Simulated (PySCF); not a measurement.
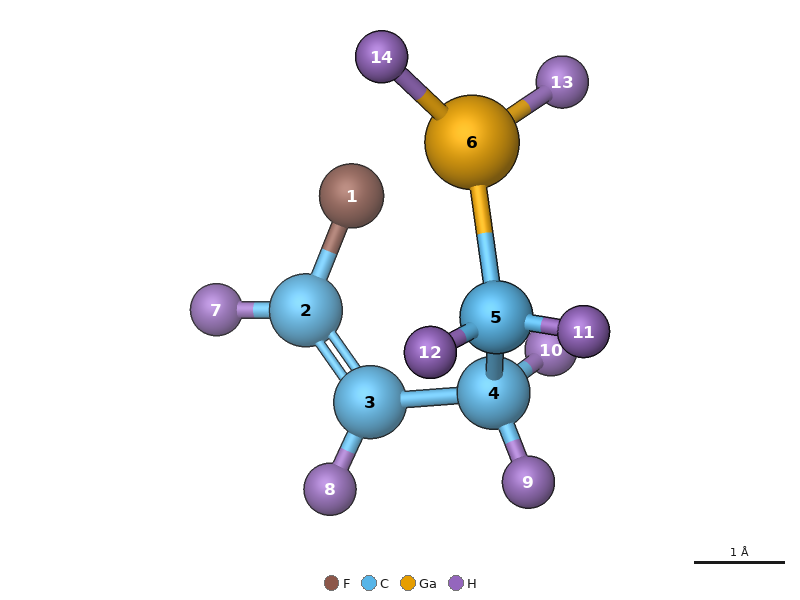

Computed geometry: GFN2-xTB optimisation. No frequency run is at hand to confirm it as a minimum.

> What is the geometry at C4?

C4 has 4 neighbours (C3 at 1.50, C5 at 1.55, H9 at 1.09, H10 at 1.10 Å); the arrangement is tetrahedral.

> What is the geometry at C5?

C5 has 4 neighbours (C4 at 1.55, Ga6 at 2.04, H11 at 1.10, H12 at 1.10 Å); the arrangement is tetrahedral.

> Describe the coordination of atom 6.

Ga6 has 3 neighbours (C5 at 2.04, H13 at 1.56, H14 at 1.56 Å); the arrangement is trigonal planar.

> What is the geometry at C3?

C3 has 3 neighbours (C2 at 1.32, C4 at 1.50, H8 at 1.08 Å); the arrangement is trigonal planar.

> What is the dihedral angle C3–C4–C5–Ga6?

72° in size, that is gauche.
